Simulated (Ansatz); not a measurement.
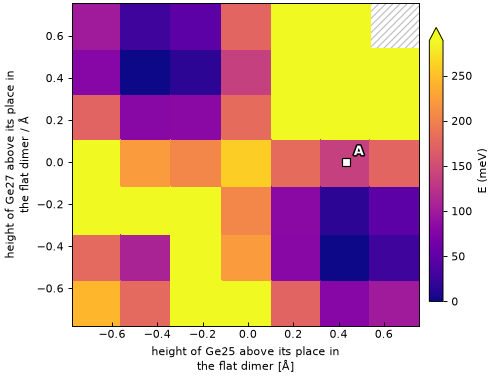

A Ge(100) slab cut from the Fd-3m phase, its lower face capped with 8 H atoms (36 atoms in the cell). Two atoms of the surface dimers are held at set heights. First axis: height of Ge25 above its place in the flat dimer. Second axis: height of Ge27 above its place in the flat dimer. Relaxed at each point: all atoms of the upper layers, but for the two heights. The grid has 7 × 7 points; 27 points were computed and 21 follow by symmetry. At 1 point there is no value. Points are written as (first, second). All energies are given in meV relative to the lowest grid point. Theory: Ansatz 0.2.0, DFT LDA, scalar-relativistic, plane waves, PAW. Settings: cutoff 420 eV, k-mesh 3×3×1, gaussian smearing 0.05 eV, no spin polarisation.

The picture shows one coloured cell a grid point, one colour for all values above the top of the scale, hatched blanks where no value was computed, the point A.

### Which way does the force act at A, and how strong is it?

A, at (0.431 Å, 0.000 Å), is not a stationary point. The computed force is 36 meV for each Å towards larger values of the first coordinate and 740 meV for each Å towards smaller values of the second coordinate.
